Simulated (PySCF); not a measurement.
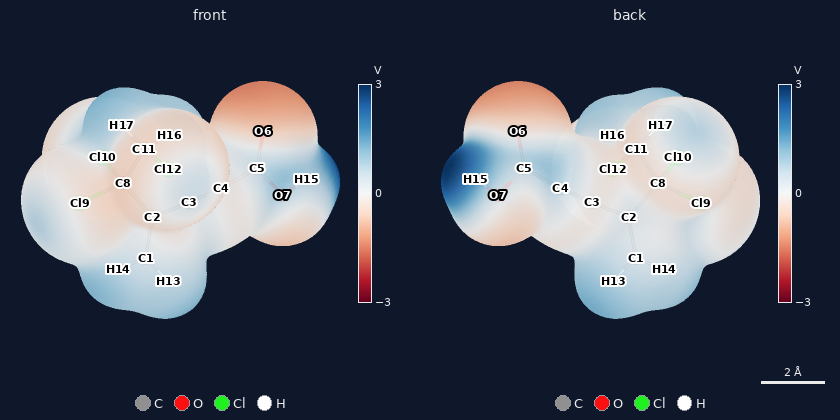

*C₇H₅Cl₃O₂. The molecular electrostatic potential painted on the density surface at 0.002 e/bohr³, seen from the front and from behind; the colour scale runs from red (negative) to blue (positive).*

Geometry: PBE0-D3(BJ)/def2-SVP.

All numbers below come from PySCF 2.14.0, B3LYP/def2-SVPD, SCF density, gas phase.

```xyz
17

C    -0.8749   -1.5171    1.7266
C    -0.6682   -0.8122    0.6048
C     0.6316   -0.3437    0.2529
C     1.7176    0.0948   -0.0706
C     2.9494    0.6936   -0.5362
O     3.0031    1.4753   -1.4495
O     4.0110    0.2869    0.1634
C    -1.7591   -0.4368   -0.3878
Cl   -3.3755   -0.9020    0.1872
Cl   -1.4232   -1.3074   -1.9298
C    -1.7548    1.0455   -0.7455
Cl   -2.0009    2.0598    0.6875
H    -0.0371   -1.7581    2.3831
H    -1.8760   -1.8539    1.9990
H     4.7800    0.7387   -0.2189
H    -0.7833    1.3035   -1.1880
H    -2.5560    1.2447   -1.4678
```

**Describe the electrostatic potential map.**

The most negative region (about −1.4 V) lies over O6, the most positive (about +2.8 V) over H15. Cl9 shows a σ-hole: about +0.8 V at the tip opposite its bond, against about −0.1 V on its flanks. Cl10 shows a σ-hole: about +0.7 V at the tip opposite its bond, against about −0.2 V on its flanks. Cl12 shows a σ-hole: about +0.5 V at the tip opposite its bond, against about −0.4 V on its flanks. O6 is the likeliest acceptor of a hydrogen bond.
